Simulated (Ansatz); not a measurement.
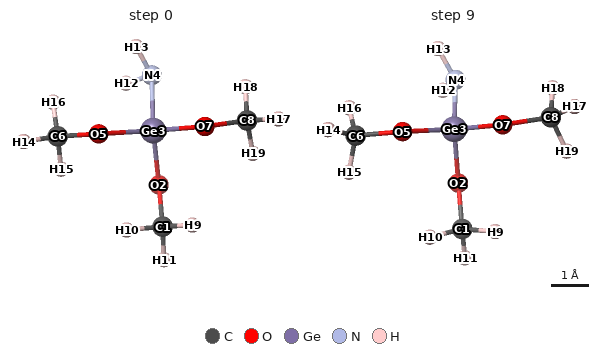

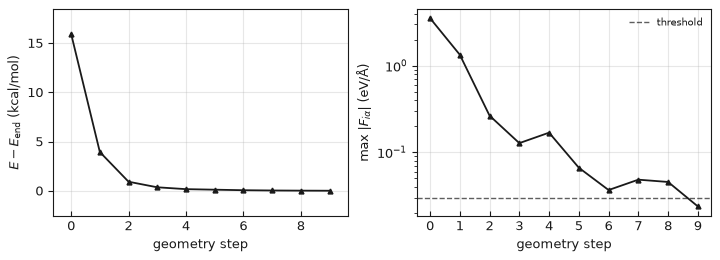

First and last geometry of a relaxation of C₃H₁₁GeNO₃ (coarse preliminary run), with the history of the run. Style: ball-and-stick. Shown face on.

The start comes from a force field.

Level of theory: RKS PBE-D4/def2-SVP (Ansatz 0.2.0). Settings: force threshold 0.03 eV/Å; at most 200 steps.

### Did the run converge, and what did it change?

It converged. H15 moves most after the best rigid fit: 0.67 Å. By element the largest moves are H 0.67 Å, C 0.33 Å, N 0.33 Å, O 0.14 Å, Ge 0.08 Å. Among the contacts that change: C1–H9 1.034 → 1.114 Å, N4–H12 1.098 → 1.025 Å, Ge3–O7 1.845 → 1.780 Å, C8–H19 1.158 → 1.116 Å. Bond angles that change, for instance: Ge3–O7–C8 106.9° → 118.0°, O2–Ge3–N4 113.0° → 103.2°, Ge3–O5–C6 108.0° → 117.7°. Over 9 geometry steps the energy falls by 15.9 kcal/mol. Largest force component: 3.5 eV/Å at the start, 0.024 eV/Å at the end. The run took about 30 s of wall time on a shared GPU.

```tsv
step	E − E(0), kcal/mol	largest force component, eV/Å
0	0.00	3.5497
1	-12.00	1.3413
2	-15.02	0.2653
3	-15.59	0.1277
4	-15.77	0.1687
5	-15.83	0.0664
6	-15.88	0.0367
7	-15.91	0.0483
8	-15.93	0.0454
9	-15.94	0.0237
```
